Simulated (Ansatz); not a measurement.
# C$_{2}$H$_{7}$AlOS: phonon calculation

The run: phonon calculation of C$_{2}$H$_{7}$AlOS. Method and program: RKS BHLYP-D4/def2-SVP (Ansatz 0.2.0).

It belongs to a series of runs on one base structure; here: vibrations at the highest image of the band. Figures and captions count atoms from 1; the log counts them from 0 in places.

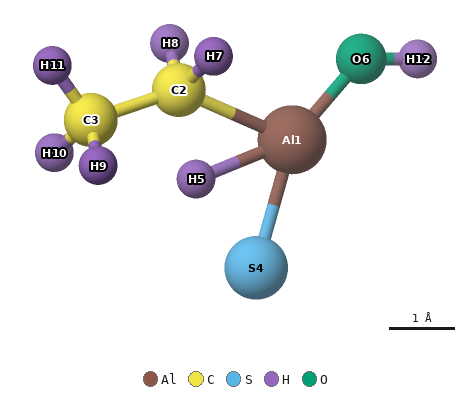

*The structure as given in the input (ball-and-stick view, seen at a tilt; atoms are numbered from 1 in the order of the input). Sticks mark near contacts.*

Bond lengths as drawn: Al–C 2.09 Å, Al–H 1.70 Å, Al–O 1.67 Å, Al–S 2.06 Å, C–C 1.53 Å, C–H 1.09 to 1.10 Å and H–O 0.95 Å.

**The input**
```yaml
crystal:
  periodic: [false, false, false]
  atoms:
    - { symbol: Al, position_ang: [-0.100919, 1.592433, 0.352566] }
    - { symbol: C, position_ang: [0.258829, -0.455572, 0.13149] }
    - { symbol: C, position_ang: [-0.216264, -1.656588, -0.690784] }
    - { symbol: S, position_ang: [-1.574245, 1.763095, -1.079278] }
    - { symbol: H, position_ang: [-0.69537, 0.320184, -0.606154] }
    - { symbol: O, position_ang: [0.906847, 2.2066, 1.540097] }
    - { symbol: H, position_ang: [1.33779, -0.311153, -0.021357] }
    - { symbol: H, position_ang: [0.107426, -0.660802, 1.200721] }
    - { symbol: H, position_ang: [-0.060518, -1.485381, -1.758929] }
    - { symbol: H, position_ang: [-1.284643, -1.833483, -0.543204] }
    - { symbol: H, position_ang: [0.320507, -2.565812, -0.410629] }
    - { symbol: H, position_ang: [1.000361, 3.08648, 1.885459] }
basis:
  gaussian: { orbitals: def2-SVP }
hamiltonian:
  xc: { name: BHLYP }
  dispersion: d4
phonons: {}
```

Hardware: 2 threads of Arm Neoverse V1, 24 GiB of memory available, shared host.

Command:
```bash
ansatz run input.yaml --threads 2 --pin off --max-ram 3072MiB --backend cpu --events-out ev --progress --plain --runs-dir out
```

**Log**
```
Engine: ansatz 0.2.0, aarch64-unknown-linux-gnu
Functional definition: BHLYP
  parameter a = 0.5
  exchange = (1 - a)*b88_x + a*exact_x
  correlation = lyp_c
1193 factors; integrals over basis functions are off by at most 3.8e-4 eV
mean field evaluation 1: about -21650.2848 eV, gradient 5.7e1 eV
mean field evaluation 2: about -21649.5516 eV, gradient 6.2e1 eV
mean field evaluation 4: about -21657.0976 eV, gradient 2.0e0 eV
mean field evaluation 8: about -21657.1514 eV, gradient 9.5e-2 eV
mean field evaluation 16: about -21657.1514 eV, gradient 4.3e-5 eV
mean field -21657.15144526 eV, -795.8856358690 hartree, gradient 4.3e-5 eV, S^2 0.000000; 0 other end points of the search recorded, 0 dependent functions left out
the calculation of the forces begins
reference -21657.15162418 eV, -795.8856424442 hartree; 28, 28 occupied and 85, 85 virtual orbitals, 1193 factors
these checks for a lower state are left out or cut short: stability, starts, cluster_reference, orbital_swaps, neighbouring_geometries, increment
1193 factors; integrals over basis functions are off by at most 3.8e-4 eV
mean field -21657.15136444 eV, -795.8856328987 hartree, gradient 2.3e-6 eV, S^2 0.000000; 0 other end points of the search recorded, 0 dependent functions left out
[... from here on the field's lines of each further geometry are left out, up to the last ...]
the calculation of the forces begins
reference -21657.15160328 eV, -795.8856416759 hartree; 28, 28 occupied and 85, 85 virtual orbitals, 1193 factors
these checks for a lower state are left out or cut short: stability, starts, cluster_reference, orbital_swaps, neighbouring_geometries, increment
1193 factors; integrals over basis functions are off by at most 3.8e-4 eV
mean field evaluation 448: about -21657.1514 eV, gradient 2.1e-6 eV
mean field -21657.15141184 eV, -795.8856346406 hartree, gradient 2.0e-6 eV, S^2 0.000000; 0 other end points of the search recorded, 0 dependent functions left out
the calculation of the forces begins
reference -21657.15159076 eV, -795.8856412159 hartree; 28, 28 occupied and 85, 85 virtual orbitals, 1193 factors
WARN: phonons: modes at or below zero, which the zero-point energy, F, S and C_V leave out: 1, the lowest at -1559.67 cm⁻¹. A minimum has none, and a first-order saddle one
Total energy: -21657.47132888 eV, -795.8973913751 hartree
Atom 0 at    -0.100919     1.592433     0.352566 Å, force    -0.000532     0.000063    -0.000453 eV/Å
Atom 1 at     0.258829    -0.455572     0.131490 Å, force    -0.000149     0.000857    -0.000247 eV/Å
Atom 2 at    -0.216264    -1.656588    -0.690784 Å, force     0.000474    -0.000832     0.000525 eV/Å
Atom 3 at    -1.574245     1.763095    -1.079278 Å, force    -0.000051     0.000052    -0.000065 eV/Å
Atom 4 at    -0.695370     0.320184    -0.606154 Å, force    -0.000158     0.000256    -0.000102 eV/Å
Atom 5 at     0.906847     2.206600     1.540097 Å, force     0.000817    -0.000581     0.000791 eV/Å
Atom 6 at     1.337790    -0.311153    -0.021357 Å, force     0.000026    -0.000392    -0.000147 eV/Å
Atom 7 at     0.107426    -0.660802     1.200721 Å, force    -0.000093    -0.000486    -0.000146 eV/Å
Atom 8 at    -0.060518    -1.485381    -1.758929 Å, force     0.000256     0.000540     0.000182 eV/Å
Atom 9 at    -1.284643    -1.833483    -0.543204 Å, force     0.000034     0.000311     0.000345 eV/Å
Atom 10 at     0.320507    -2.565812    -0.410629 Å, force    -0.000216    -0.000288    -0.000303 eV/Å
Atom 11 at     1.000361     3.086480     1.885459 Å, force    -0.000408     0.000499    -0.000379 eV/Å
Dipole moment:     0.505435    -0.179362     0.456991 e Å
Vibrations: -1559.67 31.00 150.42 164.22 179.17 207.25 289.46 373.11 423.65 448.67 490.88 608.64 902.49 969.26 1003.05 1062.42 1118.66 1275.41 1294.75 1451.50 1474.08 1526.35 1532.50 1849.61 3080.13 3124.79 3144.69 3213.67 3215.70 4102.28 cm⁻¹, zero-point energy 2.399577 eV
```

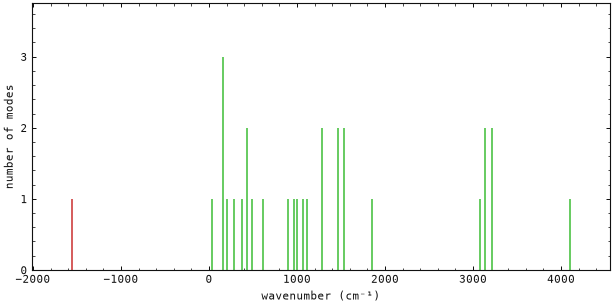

*Harmonic vibrational wavenumbers from the force constants; neighbouring modes closer than 26 cm⁻¹ are counted in one stick, and imaginary ones are drawn at negative wavenumbers.*

30 modes from 1560i to 4102 cm⁻¹, 1 imaginary beyond 8i (1560i cm⁻¹): a first-order saddle point, if the geometry is stationary.

**Summary**

```csv
quantity,value
outcome,converged
total energy,−21657.4713 eV
mean-field energy,−21657.1516 eV
largest force (length of the vector),0.001 eV/Å
wall time,2.6 min (CPU time 5 min)
peak memory,0.26 GiB
```
